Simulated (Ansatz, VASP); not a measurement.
## Si (Si(110)) in two plane-wave programs

Aim: how closely do two programs agree when they are given the same cell, functional and k mesh? Valence electrons are named where the data sets of a main pair hold unlike numbers.

Main program and level: Ansatz 0.2.0; plane waves, with VASP 6.6.1 beside it; band structure at PBE.

## 1. Starting point

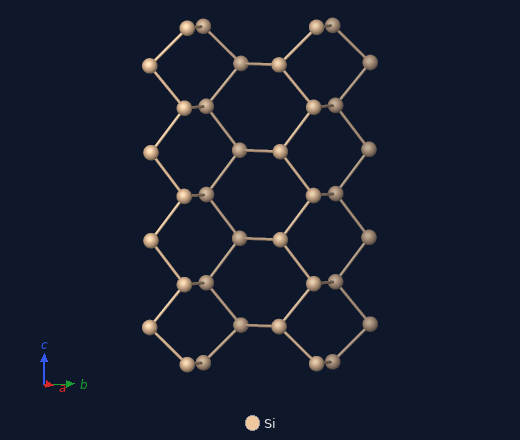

Start, viewed from the side, with the c axis up; silicon light orange. 1×2×1 cells are drawn.

The cell holds 18 atoms: 18 Si. Its edges and angles: a = 4.022 Å, b = 5.687 Å, c = 31.231 Å, α = 90.0°, β = 90.0°, γ = 90.0°. It derives from Si. As first built, before any earlier steps moved the atoms (in the runner's words): 9 layers, strained by +4 % in the plane. Vacuum lies along c.

## 2. Ansatz: band structure, PBE

Ansatz runs on its default PAW (the set named soft_2) files.

A single point gives forces, pressure and levels at one fixed geometry, so differences don't come from the geometry; what else differs is listed under the comparison.

Input file input.yaml:

```yaml
crystal:
  lattice:
    - [4.0216247038, 0.0, 0.0]
    - [0.0, 5.6874361989, 0.0]
    - [0.0, 0.0, 31.2313523748]
  atoms:
    - { symbol: Si, position: [0.75, 0.4024530343, 0.7324397527] }
    - { symbol: Si, position: [0.25, 0.5975469657, 0.7324397527] }
    - { symbol: Si, position: [0.25, 0.8878423606, 0.680814707] }
    - { symbol: Si, position: [0.75, 0.1121576394, 0.680814707] }
    - { symbol: Si, position: [0.75, 0.3802472207, 0.6219327015] }
    - { symbol: Si, position: [0.25, 0.6197527793, 0.6219327015] }
    - { symbol: Si, position: [0.25, 0.8780257938, 0.5608644569] }
    - { symbol: Si, position: [0.75, 0.1219742062, 0.5608644569] }
    - { symbol: Si, position: [0.75, 0.378501909, 0.5] }
    - { symbol: Si, position: [0.25, 0.621498091, 0.5] }
    - { symbol: Si, position: [0.25, 0.8780257938, 0.4391355431] }
    - { symbol: Si, position: [0.75, 0.1219742062, 0.4391355431] }
    - { symbol: Si, position: [0.75, 0.3802472207, 0.3780672985] }
    - { symbol: Si, position: [0.25, 0.6197527793, 0.3780672985] }
    - { symbol: Si, position: [0.25, 0.8878423606, 0.319185293] }
    - { symbol: Si, position: [0.75, 0.1121576394, 0.319185293] }
    - { symbol: Si, position: [0.75, 0.4024530343, 0.2675602473] }
    - { symbol: Si, position: [0.25, 0.5975469657, 0.2675602473] }
hamiltonian:
  xc: pbe
  pseudopotentials: { kind: paw }
kpoints:
  mp_grid: { grid: [6, 4, 1] }
  band_path:
    path:
      - [0.0, 0.0, 0.0]
      - [0.07692, 0.0, 0.0]
      - [0.15385, 0.0, 0.0]
      - [0.26923, 0.0, 0.0]
      - [0.34615, 0.0, 0.0]
      - [0.42308, 0.0, 0.0]
      - [0.5, 0.0, 0.0]
      - [0.5, 0.07692, 0.0]
      - [0.5, 0.19231, 0.0]
      - [0.5, 0.26923, 0.0]
      - [0.5, 0.34615, 0.0]
      - [0.5, 0.46154, 0.0]
      - [0.5, 0.5, 0.0]
      - [0.42308, 0.5, 0.0]
      - [0.30769, 0.5, 0.0]
      - [0.23077, 0.5, 0.0]
      - [0.11538, 0.5, 0.0]
      - [0.03846, 0.5, 0.0]
      - [0.0, 0.5, 0.0]
      - [0.0, 0.38462, 0.0]
      - [0.0, 0.30769, 0.0]
      - [0.0, 0.23077, 0.0]
      - [0.0, 0.11538, 0.0]
      - [0.0, 0.03846, 0.0]
      - [0.03846, 0.03846, 0.0]
      - [0.11538, 0.11538, 0.0]
      - [0.19231, 0.19231, 0.0]
      - [0.30769, 0.30769, 0.0]
      - [0.38462, 0.38462, 0.0]
      - [0.5, 0.5, 0.0]
    npoints: 1
scf:
  occupations: { method: gaussian, width: 0.03 }
  n_extra_bands: 15
efield:
  axis: 3
  dipole_correction: true
  ramp_width: 0.04
output:
  forces: true
  eigenvalues: true
  write_density: true
  write_potential: true
  elf: true
  volumetric_format: npy
```

Started as:

```sh
ansatz run input.yaml --threads 8 --pin off --max-ram 18432MiB --backend cpu --events-out ev --progress --plain --runs-dir out
```

Numbers of over 12 decimals in the logs are rounded to 6 here.

Output:

```text
scf.n_extra_bands = 15 over 36 filled bands (N_el = 72.0): the run solves 51 bands
Engine: ansatz 0.2.0, aarch64-unknown-linux-gnu
Pseudopotentials: kind: paw
Pseudopotential: Si, paw, valence charge 4, recommended cutoff 420 eV (normal), Si.paw.azcp
Functional definition: PBE
  parameter kappa = 0.804
  parameter beta = 0.066725
  exchange = pbe_x(kappa = kappa, mu = beta*pi^2/3)
  correlation = pbe_c(beta = beta)
Crystal: 18 atoms, lattice volume = 714.346 Å³
Basis set: ecut = 420 eV, 14023 PW (Γ), exchange–correlation on 54×80×432 points (8 copies of the dense FFT grid, shifted against one another)
Bands: 51, of which v1, the nominal top of the filled ones, is band 36 counted from 1 (35 counted from 0)
Symmetry: 4 space group operations
k-points: 12 of 24
Non-local potential: Si, projectors of the file, l = 0: 2, l = 1: 2, l = 2: 2
PAW form: soft (Blöchl's): semilocal exchange-correlation on the pseudo side does not see the compensation charge
PAW one-centre angular grid: Si, 110 points (default); XC on 64 Gauss nodes
Initial density: superposition of atomic densities (neutral atoms: chi_scale 0, normalization atom), corrected by the library's trained network
Initial wavefunctions: pseudopotential atomic-orbital guess
Functional: x = pbe(κ = 0.804, μ = 0.219515), c = pbe(β = 0.066725)
SCF iter   1: F=—  HF=-11439.706881 eV  |F-HF|=—  |Δ(HF+E_count)|=         —  Δρ=2.26e-3  dr2=8.34e-2  ethr=1.77e-3  p=0.000 e·Å  D=4.81e-14 V/Å  ΔV_dip=-0.00 eV  dr2_dipole=4.24e-8  V_vac-E_F(+/−)=4.60/4.60 eV  ⟨swp⟩=9.3  Hψ=3574  notcnv=0  defer=20
efield: sawtooth ramp at fractional position 0.9800 (placed from the atoms, in the widest stretch of the axis that holds none; the zero of the levels goes with the place), width 0.0400; the density the first Hamiltonian is built on has a dipole p = 0.000 e·Å; the dipole correction subtracts the counter field D = 4.81e-14 V/Å, which shifts the + side's vacuum level by -0.00 eV against the − side's; the planar-averaged density in the ramp window peaks in size at 5.3e-6 e/Å³
preconditioner: auto → LDOS  [metal: Δε(μ)=0.006 eV  Ē_g=7.140 eV  σ=0.030 eV  W_gap=0.11  n_scr=70 (ndim 8)  ℏωp=11.8 eV  f_vac=0.411  D(μ)=6.21/eV (n_scr^D=22)  β→1.0]
SCF iter   2: F=—  HF=-11439.706104 eV  |F-HF|=—  |Δ(HF+E_count)|=   7.78e-4  Δρ=7.71e-4  dr2=1.35e-2  ethr=1.16e-4  p=-0.000 e·Å  D=-2.82e-6 V/Å  ΔV_dip=0.00 eV  dr2_dipole=3.40e-9  V_vac-E_F(+/−)=4.72/4.72 eV  ⟨swp⟩=3.3  Hψ=1195  notcnv=0  defer=110
SCF iter   3: F=—  HF=-11439.705314 eV  |F-HF|=—  |Δ(HF+E_count)|=   7.90e-4  Δρ=4.14e-4  dr2=6.05e-3  ethr=1.87e-5  p=-0.000 e·Å  D=-2.08e-6 V/Å  ΔV_dip=0.00 eV  dr2_dipole=1.17e-8  V_vac-E_F(+/−)=4.75/4.75 eV  ⟨swp⟩=2.9  Hψ=1030  notcnv=0  defer=110
SCF iter   4: F=—  HF=-11439.703994 eV  |F-HF|=—  |Δ(HF+E_count)|=   1.32e-3  Δρ=1.26e-4  dr2=3.77e-4  ethr=8.40e-6  p=-0.000 e·Å  D=-1.26e-6 V/Å  ΔV_dip=0.00 eV  dr2_dipole=3.78e-9  V_vac-E_F(+/−)=4.75/4.75 eV  ⟨swp⟩=2.0  Hψ=788  notcnv=0  defer=110
SCF iter   5: F=—  HF=-11439.703941 eV  |F-HF|=—  |Δ(HF+E_count)|=   5.32e-5  Δρ=4.21e-5  dr2=5.71e-5  ethr=5.23e-7  p=-0.000 e·Å  D=-5.89e-7 V/Å  ΔV_dip=0.00 eV  dr2_dipole=1.21e-10  V_vac-E_F(+/−)=4.76/4.76 eV  ⟨swp⟩=2.1  Hψ=920  notcnv=0  defer=110
SCF iter   6: F=—  HF=-11439.704128 eV  |F-HF|=—  |Δ(HF+E_count)|=   1.87e-4  Δρ=1.29e-5  dr2=4.10e-6  ethr=7.94e-8  p=-0.000 e·Å  D=-2.92e-7 V/Å  ΔV_dip=0.00 eV  dr2_dipole=1.03e-11  V_vac-E_F(+/−)=4.76/4.76 eV  ⟨swp⟩=2.3  Hψ=882  notcnv=0  defer=110
SCF iter   7: F=—  HF=-11439.704129 eV  |F-HF|=—  |Δ(HF+E_count)|=   1.28e-6  Δρ=4.12e-6  dr2=3.07e-7  ethr=5.70e-9  p=-0.000 e·Å  D=-1.10e-7 V/Å  ΔV_dip=0.00 eV  dr2_dipole=8.72e-13  V_vac-E_F(+/−)=4.76/4.76 eV  ⟨swp⟩=2.1  Hψ=881  notcnv=0  defer=110
SCF iter   8: F=-11439.704130 eV  HF=-11439.704129 eV  |F-HF|=4.49e-8  |Δ(HF+E_count)|=   1.40e-7  Δρ=1.82e-6  dr2=6.59e-8  ethr=1.39e-10  p=-0.000 e·Å  D=-5.69e-8 V/Å  ΔV_dip=0.00 eV  dr2_dipole=8.92e-13  V_vac-E_F(+/−)=4.76/4.76 eV  ⟨swp⟩=22.9  Hψ=6212  notcnv=0
SCF 1 converged in 8 iterations: F = -11439.704130 eV  dr2 = 6.59e-8
  greatest PAW one-centre occupation: 0.645 electrons in one spin orbital (limit 2), on the Si atom at site 0 (counted from 0), in its partial waves of l = 0
NSCF: frozen V_eff on 30 k-points
efield: sawtooth ramp at fractional position 0.9800 (kept from the solve that this one continues, or follows in the run), width 0.0400; the density the first Hamiltonian is built on has a dipole p = -0.000 e·Å; the dipole correction subtracts the counter field D = -5.69e-8 V/Å, which shifts the + side's vacuum level by +0.00 eV against the − side's; the planar-averaged density in the ramp window peaks in size at 6.1e-8 e/Å³
WARN: The output density's exchange-correlation potential varies sharply where the density is thin. Do not read a vacuum level from v_tot or v_xc, or from such a field of the output density. On a cell that repeats whose density bears no net charge and no dipole along the vacuum's axis use v_es (v_loc + v_h of the components); under efield.dipole_correction with no amplitude use v_es + v_field, which holds any externa [...]
SCF converged after 8 iterations
Free energy (F): -11439.704130 eV
Harris-Foulkes:  -11439.704129 eV  (|F-HF|=4.49e-8)
Internal energy: -11439.701794 eV  (E = F + TS)
E sigma→0 (E₀):  -11439.702962 eV
Entropy (-TS):   -0.002335 eV (-0.130 meV/atom)
Fermi energy:    0.944485 eV
Dipole field:    D = -0.000001 V/Å  (p = -0.000003 e·Å, saw-weighted, corrected)
Work function:   Φ+ = 4.7593 eV   Φ− = 4.7592 eV
Levels:          The Fermi level and band energies are counted from a zero that moves with the ramp; work functions are not
--- Per-component energies (eV) ---
  E_band       = -297.542072
  E_kinetic    = 706.265302
  E_local      = -23797.712357  (includes V_loc(G=0)·N_el)
  E_nonlocal   = 462.552182
  E_hartree    = 11600.490427
  E_xc         = -982.903196
  E_vxc        = -827.240844  (∫ρ·V_xc dr)
  E_paw        = -9227.604808  (= ΣΔE_a)
  E_vpaw       = -42.395579  (= ΣTr[D̂ρ^β])
  E_aug_tail   = 0.000113  (compensation charges beyond the density's cutoff)
  E_efield     = 0.000000  (sawtooth field / dipole correction)
  E_vefield    = 0.000000  (∫n·V_field dr)
  E_ewald      = 9799.210542
  E_smearing   = -0.002335  (= −TS)
  E_closure    = -0.000000  (closes the sum)
  Σ components = -11439.704130   (vs F -11439.704130, Δ=0.00e0)
--- Forces (eV/Å), atoms counted from 1 ---
  atom   1  Si     0.00000000    -0.00341329     0.01667666
  atom   2  Si     0.00000000     0.00341329     0.01667666
  atom   3  Si     0.00000000    -0.00618184     0.00359618
  atom   4  Si     0.00000000     0.00618184     0.00359618
  atom   5  Si     0.00000000    -0.01294065    -0.02199850
  atom   6  Si     0.00000000     0.01294065    -0.02199850
  atom   7  Si     0.00000000    -0.00603689    -0.01325299
  atom   8  Si     0.00000000     0.00603689    -0.01325299
  atom   9  Si     0.00000000     0.00481219     0.00000029
  atom  10  Si     0.00000000    -0.00481219     0.00000029
  atom  11  Si     0.00000000    -0.00603656     0.01325283
  atom  12  Si     0.00000000     0.00603656     0.01325283
  atom  13  Si     0.00000000    -0.01294061     0.02199824
  atom  14  Si     0.00000000     0.01294061     0.02199824
  atom  15  Si     0.00000000    -0.00618165    -0.00359596
  atom  16  Si     0.00000000     0.00618165    -0.00359596
  atom  17  Si     0.00000000    -0.00341353    -0.01667661
  atom  18  Si     0.00000000     0.00341353    -0.01667661
  max |Σ_I F_I| component: 2.92e-7 eV/Å
--- Band table (eV; the first three rows and the last of 12) ---
  k-point 0: bands = [... 32 lower, 0.1404, 0.3505, 0.8493, 0.8648, 1.1214, 1.2203, 1.6677, 2.0927, ... 11 higher]
  k-point 1: bands = [... 32 lower, -0.2931, -0.1160, 0.4930, 0.5041, 1.3814, 1.5248, 1.7618, 1.9483, ... 11 higher]
  k-point 2: bands = [... 32 lower, -0.6957, -0.5077, 0.2288, 0.2721, 1.1479, 1.4549, 1.8024, 2.1226, ... 11 higher]
  k-point 11: bands = [... 32 lower, -0.7635, -0.7635, 0.9314, 0.9314, 1.2797, 1.2797, 2.6337, 2.6337, ... 11 higher]
```

Wall time 27 s (8 threads of Arm Neoverse N1, shared host); peak memory 2.4 GiB; 3.6 min of CPU time.

(Continued in part 2 of 2.)

[Lines on the potential files, build, host, timing and source positions are cut from VASP's logs without a mark.]

[Logs are printed without paths, hosts, clocks, repeated set-up lines and the standing remarks that a program may print on its own settings, such as how far it seeks lower states.]

[Hosts, paths, dates, database ids (printed as entryN), source tags and the programs' standing remarks are cut or masked in the printed files.]
